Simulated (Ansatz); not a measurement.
SiH4O: several calculations on one system

**1. Relaxation**

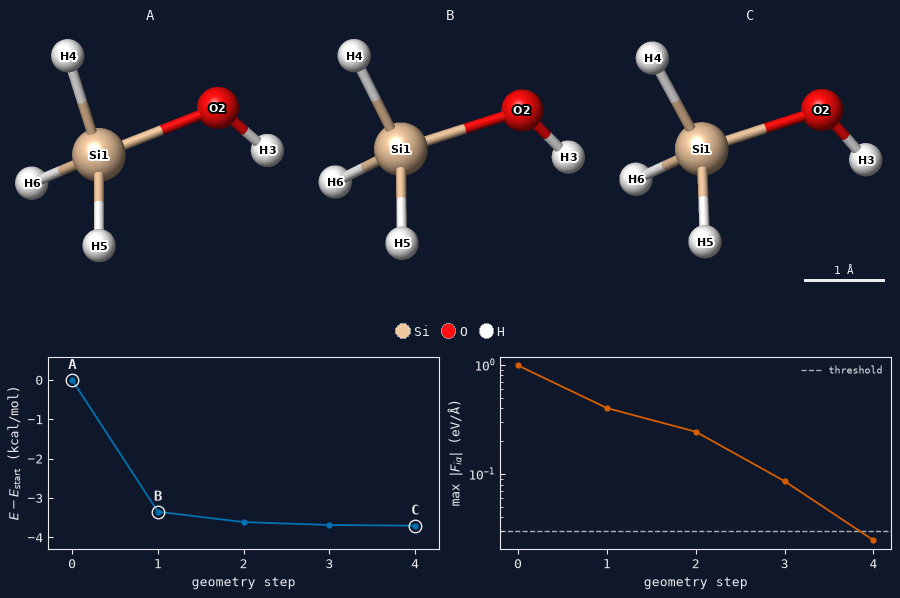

Frames of a relaxation of SiH4O, marked on the history of the run. Style: ball-and-stick. Shown at a tilt.

The run prepares an end point of a later path (reaction) calculation, from a guessed geometry.

Method: RKS BHLYP/6-31G* in Ansatz 0.2.0. Set-up: no spin polarisation; force threshold 0.03 eV/Å; at most 50 steps.

### Describe the path.

Over 4 geometry steps the energy falls by 3.70 kcal/mol. Largest force component: 0.99 eV/Å at the start, 0.025 eV/Å at the end. The largest move after the best rigid fit is that of H4, 0.20 Å. Largest moves by element: H 0.20 Å, Si 0.08 Å, O 0.07 Å. Among the contacts that change: Si1–H4 1.450 → 1.470 Å, Si1–O2 1.657 → 1.650 Å. Bond angles that change, for instance: O2–Si1–H4 92.6° → 106.4°, O2–Si1–H5 115.2° → 112.0°, Si1–O2–H3 120.8° → 117.7°. The run took 5.6 s on 1 thread of Arm Neoverse V2, on a shared host, peak memory 0.099 GiB. From step 0 to 1: H4 moves most (0.18 Å), energy −3.35 kcal/mol. From step 1 to 4: H3 moves most (0.05 Å), energy −0.35 kcal/mol.

| step | E − E(0), kcal/mol | largest force component, eV/Å |
| --- | --- | --- |
| 0 | 0.00 | 0.9865 |
| 1 | -3.35 | 0.4017 |
| 2 | -3.61 | 0.2439 |
| 3 | -3.69 | 0.0859 |
| 4 | -3.70 | 0.0247 |

**2. Relaxation**

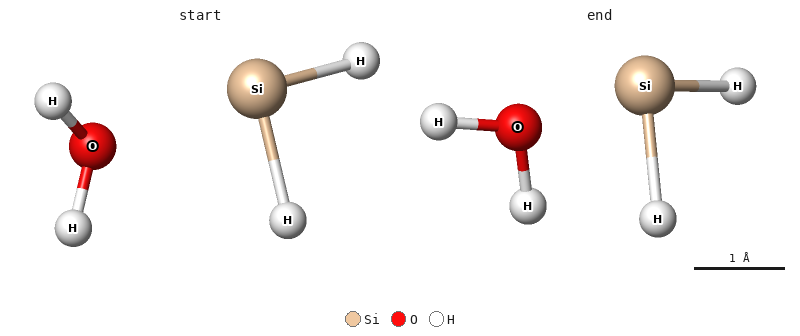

The structure of SiH4O before (left) and after (right) a relaxation, at one scale.

A ball-and-stick model, seen at a tilt.

The run prepares an end point of a later path (reaction) calculation, from a guessed geometry.

Method: RKS BHLYP/6-31G* (Ansatz 0.2.0). (no spin polarisation; force threshold 0.03 eV/Å; at most 50 steps)

**Describe what moved and what it gained.**

The atom that moves furthest after the best rigid fit is an H atom (0.67 Å). Largest moves by element: H 0.67 Å, O 0.59 Å, Si 0.22 Å. Among the contacts that change: O–Si 2.859 → 2.085 Å, H–O 0.979 → 0.960 Å, H–Si 1.515 → 1.521 Å. Among the angles between lasting bonds that change: H–O–H 104.8° → 107.8°. After 9 accepted moves (12 points after the start) the energy has fallen by 11.6 kcal/mol. Largest force component: 1.2 eV/Å at the start, 0.0088 eV/Å at the end. The line search rejected the trial steps at points 7, 9, 11 of the run. The forces were under the threshold at step 10, but the run went on from there.

Limits of the set-up: the start holds two separate molecules, 2.7 Å apart at their closest, whose relative position is a soft coordinate and is computed without a dispersion correction.

**3. Path**

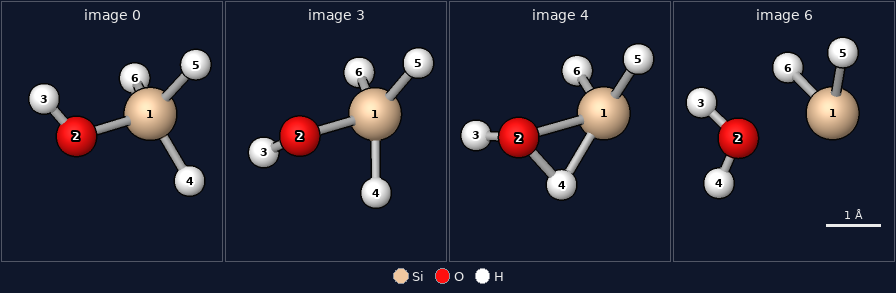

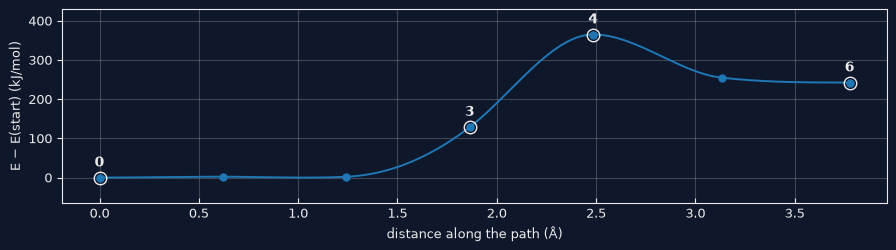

A nudged-elastic-band calculation for SiH$_{4}$O. Images are numbered from 0 (start) to 6 (end). A ball-and-stick model, seen at a tilt.

All numbers below come from RKS BHLYP/6-31G* (Ansatz 0.2.0).

The input:
```yaml
crystal:
  periodic: [false, false, false]
  atoms:
    - { symbol: Si, position_ang: [0.302121, -0.020314, 0.083176] }
    - { symbol: O, position_ang: [0.588895, -0.113652, 1.705496] }
    - { symbol: H, position_ang: [-0.166007, -0.174295, 2.28713] }
    - { symbol: H, position_ang: [1.618776, 0.054224, -0.566817] }
    - { symbol: H, position_ang: [-0.49251, 1.17612, -0.271667] }
    - { symbol: H, position_ang: [-0.430776, -1.203482, -0.418717] }
basis:
  gaussian: { orbitals: "6-31G*" }
hamiltonian:
  xc: { name: BHLYP }
neb:
  order_check: false
  images: 5
  f_tol: 0.05
  max_iterations: 60
  final_atoms:
    - { symbol: Si, position_ang: [0.0220004, 0.16935995, -0.73897953] }
    - { symbol: O, position_ang: [0.93838051, 0.13454871, 1.13307461] }
    - { symbol: H, position_ang: [0.41827096, -0.30847152, 1.80823138] }
    - { symbol: H, position_ang: [1.79504939, -0.29647838, 1.09282285] }
    - { symbol: H, position_ang: [-1.00938103, 1.09920744, -0.14470356] }
    - { symbol: H, position_ang: [-0.74382123, -1.0795652, -0.33184475] }
  initial_path:
    images:
      - { positions_ang: [[0.302121, -0.020314, 0.083176], [0.588895, -0.113652, 1.705496], [-0.166007, -0.174295, 2.28713], [1.618776, 0.054224, -0.566817], [-0.49251, 1.17612, -0.271667], [-0.430776, -1.203482, -0.418717]] }
      - { positions_ang: [[0.20215112, -0.01331114, 0.0551046], [0.73697059, -0.07635765, 1.66068543], [-0.07003744, -0.21053991, 2.15928816], [1.62242092, 0.03593458, -0.26927075], [-0.55584879, 1.18177122, -0.34411657], [-0.5151574, -1.19889609, -0.44308988]] }
      - { positions_ang: [[0.10218124, -0.00630828, 0.02703321], [0.88504618, -0.03906331, 1.61587486], [0.02593213, -0.24678482, 2.03144633], [1.62606584, 0.01764515, 0.02827551], [-0.61918758, 1.18742243, -0.41656615], [-0.59953881, -1.19431018, -0.46746275]] }
      - { positions_ang: [[0.00221136, 0.00069457, -0.00103819], [1.03312176, -0.00176896, 1.57106429], [0.12190169, -0.28302972, 1.90360449], [1.62971075, -0.00064427, 0.32582176], [-0.68252637, 1.19307365, -0.48901572], [-0.68392021, -1.18972427, -0.49183563]] }
      - { positions_ang: [[0.00880771, 0.05691637, -0.24701864], [1.00154134, 0.04367026, 1.42506773], [0.22069145, -0.29151032, 1.87181346], [1.68482363, -0.09925564, 0.58148879], [-0.79147792, 1.16178491, -0.374245], [-0.70388722, -1.15300458, -0.43850534]] }
      - { positions_ang: [[0.01540406, 0.11313816, -0.49299908], [0.96996092, 0.08910949, 1.27907117], [0.31948121, -0.29999092, 1.84002242], [1.73993651, -0.19786701, 0.83715582], [-0.90042947, 1.13049618, -0.25947428], [-0.72385423, -1.11628489, -0.38517504]] }
      - { positions_ang: [[0.0220004, 0.16935995, -0.73897953], [0.93838051, 0.13454871, 1.13307461], [0.41827096, -0.30847152, 1.80823138], [1.79504939, -0.29647838, 1.09282285], [-1.00938103, 1.09920744, -0.14470356], [-0.74382123, -1.0795652, -0.33184475]] }
```

Run as
```bash
ansatz run input.yaml --threads 1 --pin off --max-ram 2048MiB --backend cpu --events-out ev --progress --plain --runs-dir out
```

**Describe the mechanism and the energy profile.**

A hydrogen atom shifts from one atom to another. Breaking: Si1–H4 (1.47 → 1.62 at the top → 2.59 Å). Forming: O2–H4 (2.50 → 1.27 at the top → 0.96 Å). The highest point, image 4, lies 365.1 kJ/mol above the start and 122.5 kJ/mol above the end; the end is at +242.6 kJ/mol relative to the start. The band converged in 20 iterations, with a climbing image at the top. At the top, the vibrational analysis gives one imaginary mode (1749i cm⁻¹), as a transition state must have.

Cost: 88 s on 1 thread of Arm Neoverse V2, on a shared host, peak memory 0.088 GiB.
